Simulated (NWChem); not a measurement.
# CH7FSi2 (SMILES F[SiH2]C[SiH3]) at HF/6-31G(d) (spherical functions)

Aim: the vertical ionisation energy of CH7FSi2 at HF/6-31G* (spherical functions), from 2 runs. 

The calculation is run with NWChem 7.3.0.

1 further run of the same task is left out (set aside as unsound or not needed). Runs told in other sessions of the task aren't counted.

**1. The system as given**

The species is CH7FSi2 (11 atoms), meant as a singlet with charge 0. SMILES: `F[SiH2]C[SiH3]`. The coordinates come from a PBE0-D4/def2-TZVP relaxation. This is one conformer, not always the lowest.

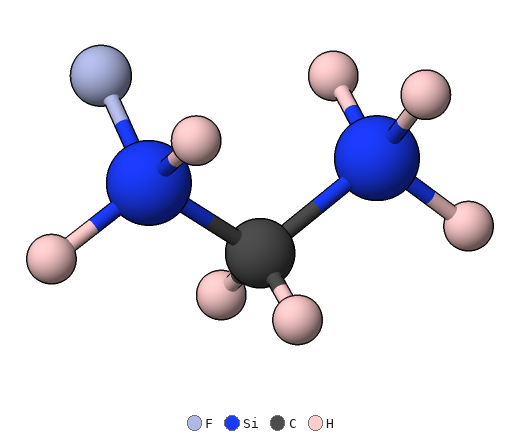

The structure, seen from a chosen angle (fluorine light blue, silicon blue, carbon dark grey, hydrogen pink).

**2. Energy and gradient at HF/6-31G(d) (spherical functions)**

Input file mol.nw:

```
start mol
title "CH7FSi2 gradient"
memory stack 880 mb heap 220 mb global 1100 mb

geometry noautosym nocenter noautoz
   F       -1.629100       1.667400       0.202000
   Si      -0.069200       1.498400       0.534400
   C        0.349200      -0.305900       0.605500
   Si      -0.157200      -1.306900      -0.899700
   H        0.694000       2.172900      -0.545000
   H        0.175700       2.177500       1.831400
   H        1.437100      -0.385200       0.722600
   H       -0.101300      -0.751100       1.498900
   H       -1.636400      -1.388400      -0.995700
   H        0.369900      -0.665700      -2.134100
   H        0.392600      -2.686000      -0.812200
end

basis spherical bse
   F library 6-31G*
   Si library 6-31G*
   C library 6-31G*
   H library 6-31G*
end

scf
   thresh 1e-08
   maxiter 80
end

task scf gradient
```

The run is started by

```
nwchem mol.nw > mol.out
```

What it wrote:

```text
[...]
  functions       =    78
[...]
  wavefunction    = RHF
[...]
         Total SCF energy =   -719.275557263192
      One-electron energy =  -1441.761318501891
      Two-electron energy =    499.161263786209
 Nuclear repulsion energy =    223.324497452490
        Time for solution =     15.5s
[...]
                         RHF ENERGY GRADIENTS
    atom               coordinates                        gradient
                 x          y          z           x          y          z
   1 F      -3.078553   3.150929   0.381725   -0.001767   0.000576   0.000009
   2 Si     -0.130769   2.831565   1.009870    0.000916  -0.012094  -0.001101
   3 C       0.659892  -0.578067   1.144229   -0.005150   0.003402  -0.006921
   4 Si     -0.297065  -2.469683  -1.700186    0.003021   0.006309   0.007175
   5 H       1.311470   4.106186  -1.029901    0.002099   0.002207  -0.003934
   6 H       0.332025   4.114878   3.460844    0.000115   0.002450   0.004405
   7 H       2.715725  -0.727922   1.365516    0.004507   0.000452  -0.000472
   8 H      -0.191429  -1.419373   2.832510   -0.002603  -0.001510   0.003550
   9 H      -3.092348  -2.623696  -1.881600   -0.004133   0.000136   0.000067
  10 H       0.699010  -1.257991  -4.032864    0.001516   0.001753  -0.003237
  11 H       0.741906  -5.075804  -1.534835    0.001479  -0.003681   0.000458
[...]
```

Wall time 20 s (1 thread of Intel Xeon Platinum 8488C (Sapphire Rapids), shared host); peak memory 0.1 GiB.

**3. The doublet cation: the energy at UHF/6-31G(d) (spherical functions)**

Input file test.nw:

```
START test
TITLE "CH7FSi2"
memory 2200 mb
charge 1

GEOMETRY noautosym nocenter noautoz
  F       -1.629100       1.667400       0.202000
  Si      -0.069200       1.498400       0.534400
  C        0.349200      -0.305900       0.605500
  Si      -0.157200      -1.306900      -0.899700
  H        0.694000       2.172900      -0.545000
  H        0.175700       2.177500       1.831400
  H        1.437100      -0.385200       0.722600
  H       -0.101300      -0.751100       1.498900
  H       -1.636400      -1.388400      -0.995700
  H        0.369900      -0.665700      -2.134100
  H        0.392600      -2.686000      -0.812200
END

BASIS spherical bse
  F library 6-31G*
  Si library 6-31G*
  C library 6-31G*
  H library 6-31G*
END

SCF
  doublet
  uhf
  thresh 1e-08
  maxiter 80
  print low
END

TASK scf energy
```

The run is started by

```
nwchem test.nw > test.out
```

What it wrote:

```text
[...]
  functions       =    78
[...]
  wavefunction    = UHF
[...]
         Total SCF energy =   -718.888597570100
      One electron energy =  -1430.236824055594
      Two electron energy =    488.023729033004
 Nuclear repulsion energy =    223.324497452490
                       Sz =      0.5000
                 Sz(Sz+1) =      0.7500
                      S^2 =      0.7695
[...]
```

Run time: 71 s. Hardware: 1 thread of Intel Xeon Platinum 8488C (Sapphire Rapids), shared host; peak memory 0.1 GiB.

**4. Outcome**

At HF/6-31G* (spherical functions):

| quantity | value |
| --- | --- |
| singlet CH7FSi2: total energy | -719.27556 Eh |
| singlet CH7FSi2: dipole moment | 2.01 D |
| singlet CH7FSi2: HOMO energy | -11.97 eV |
| singlet CH7FSi2: LUMO energy | 3.87 eV |
| singlet CH7FSi2: HOMO–LUMO gap | 15.84 eV |
| singlet CH7FSi2: largest force on an atom | 0.626 eV/Å |
| doublet cation: total energy | -718.88860 Eh |
| doublet cation: ⟨S²⟩ | 0.769 |
| vertical ionisation energy (to the doublet cation) | 10.530 eV |

What this shows: The vertical ionisation energy comes to 10.53 eV (1016 kJ/mol). The largest force (singlet CH7FSi2) is 0.63 eV/Å: the shape isn't a stationary point for this species at this level. −ε(HOMO) before ionisation, 11.97 eV, is 1.44 eV above this ionisation energy. Mulliken charges (singlet CH7FSi2) run from -0.94 on C3 to +1.15 on Si2.
